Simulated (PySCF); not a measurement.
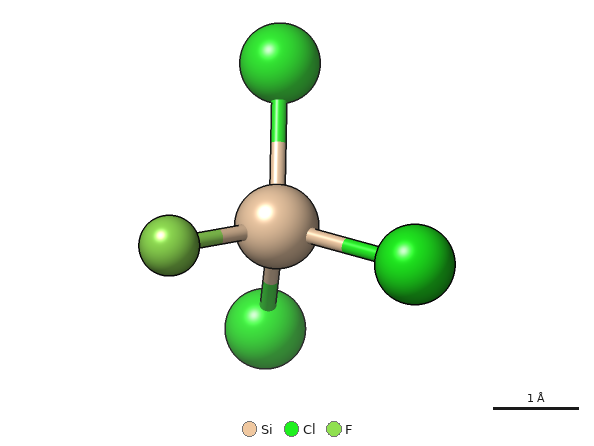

The picture comes from a calculation with PySCF.

Every bond is drawn as one stick, whatever its order.

Q: What is the molecular formula?

A: SiCl3F, 5 atoms: 1 silicon, 3 chlorine and 1 fluorine.

Q: How many atoms are distinct by symmetry?

A: 3: 1 Si, 3 Cl, 1 F.

Q: Give the symmetry (Schoenflies symbol).

A: C3v.

Q: How many bonds of each kind are drawn?

A: 3 Cl–Si, 1 F–Si. Sticks follow a distance rule.
